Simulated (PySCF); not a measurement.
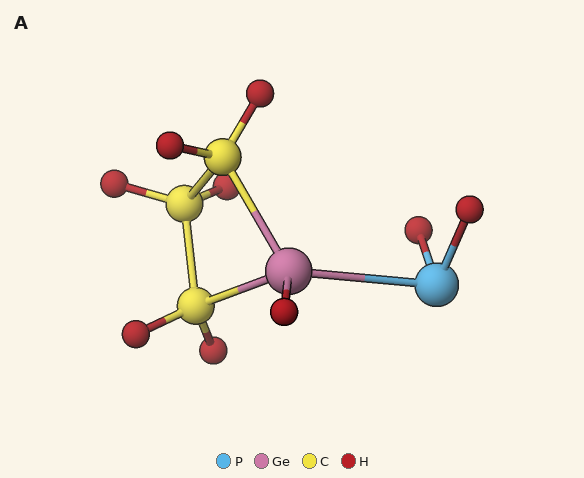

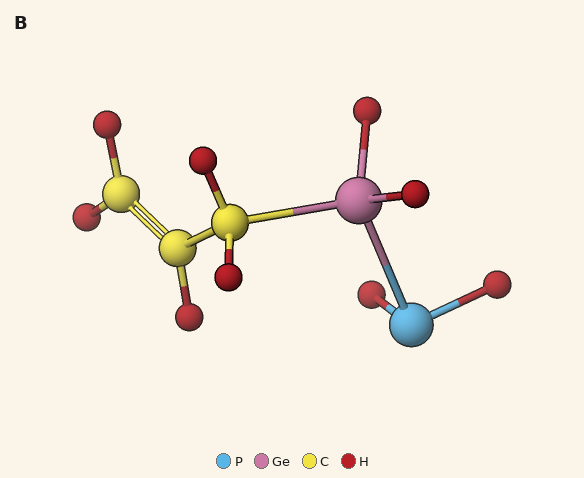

2 stationary structures of one formula. Geometries: PBE0-D3(BJ)/def2-SVP. Electronic energies: PBE0-D3(BJ)/def2-SVP (PySCF 2.14.0), without zero-point energy. No frequency run is at hand to confirm each as a minimum. Each is one conformer, not always the lowest.

**Rank them by energy, lowest first.**

A is lowest; B lies 0.259 eV above it. A is `[PH2][GeH]1[CH2]C[CH2]1`, B is `C=C[CH2][GeH2][PH2]`.
